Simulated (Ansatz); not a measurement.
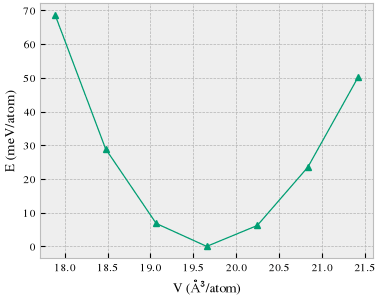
Figure. Zr2Ge in space group P6_3/mmc (No. 194; Ge on 2c, Zr on 2a, Zr on 2d) under volume change, the program Ansatz at the PBE level (PAW), shape and atoms relaxed at each volume.

Task: What does a third-order Birch–Murnaghan fit give for V₀, B₀ and B′?

Result: V₀ = 19.66 Å³/atom, B₀ = 117 GPa, B′ = 4.2.

A made-up cell: these elements were put on the sites of a structure type; neither database checked (COD, Materials Project) lists it. Whether it is the stable phase at ambient conditions was not checked. The PBE relaxation kept the symmetry of its start; whether a distortion lowers the energy is not shown. The run is not spin-polarised.

Potentials: the later of the program's two PAW sets.
